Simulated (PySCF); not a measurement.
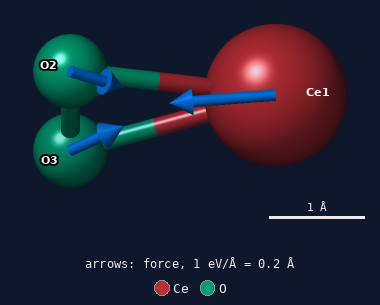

Starting geometry of CeO2 (charge +1) with the computed forces as blue arrows. The picture is a ball-and-stick view, seen from a free direction.

Method: PySCF, RKS PBE0, Ce lcecp-1-SVP with ECP47, O def2-SVP; non-relativistic Hamiltonian with scalar-relativistic core potentials; density fitting. (symmetry kept (C2v))

What follows when this structure is relaxed?

Answer. It isn't relaxed: the largest force vector, on Ce1, is 5.63 eV/Å. The atoms end up moving mostly along the starting forces (cosine between the two patterns 0.95). The largest move after the best rigid fit is that of Ce1, 0.17 Å. Largest moves by element: Ce 0.17 Å, O 0.08 Å. Some distances before and after: Ce1–O2 2.293 → 2.056 Å, O2–O3 1.480 → 1.462 Å. Bond angles that change, for instance: O2–Ce1–O3 37.7° → 41.6°. After 5 geometry steps the energy has fallen by 0.850 eV. The largest force component goes from 5.6 to 0.0028 eV/Å. The run took 11 s on 2 threads of Arm Neoverse V1 (shared host), peak memory 0.44 GiB.
